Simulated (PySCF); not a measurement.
Vertical excitations of a molecule CH5F2NOSi from TDA-LC-ωPBE/def2-SVPD run with PySCF, as energy in eV (oscillator strength): 7.18 (0.009), 8.39 (0.032), 8.50 (0.010), 9.11 (0.045), 9.26 (0.042), 9.53 (0.061), 9.86 (0.047), 9.97 (0.015), 10.27 (0.050), 10.34 (0.008). Lowest triplet (TDA): 6.83 eV. The structure is a stationary point at r2SCAN-D4/def2-SVP. The values are those of a single conformer.

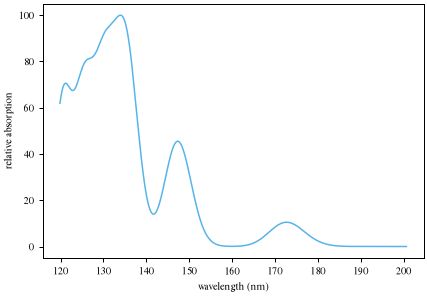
The lines broadened by 0.4 eV.

Question: Which molecule gave these data?
A) CO[Si](N)(F)F
B) N[Si@](O)(F)CF
C) NC[Si](O)(F)F
D) CN[Si](O)(F)F

Answer: D, CN[Si](O)(F)F
